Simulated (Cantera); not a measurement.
Input: 1 mol Ti, 0.11 mol H2O, 24 mol H2, equilibrated at 8.60 mbar.

These are equilibrium values from Cantera (NASA tables, ideal gas, pure condensed phases), not measurements of a reactor. Candidate condensed phases: H2O, Ti, TiO, TiO2, Ti2O3, Ti3O5, Ti4O7; 12 gas species. Mutual solubility and eutectic melting of coexisting phases are not modelled. TiO: taken at fixed stoichiometry. Condensed phases not in the tables: N, O or C dissolved in the metal. The numbers say what is thermodynamically allowed, not how fast it happens.

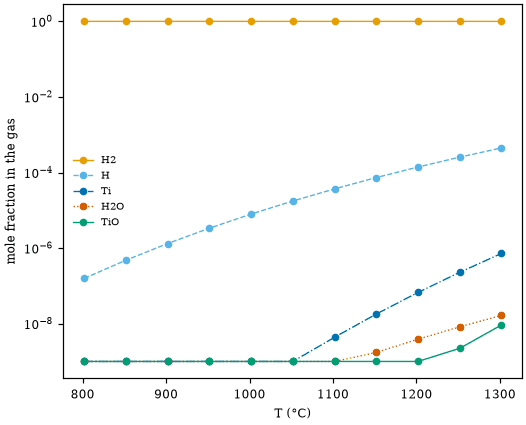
*Equilibrium gas composition (values under 1e-9 drawn at 1e-9)*

From 802 °C to 852 °C the condensed part is Ti(α) + TiO(s). From 902 °C to 1302 °C the condensed part is Ti(β) + TiO(s).
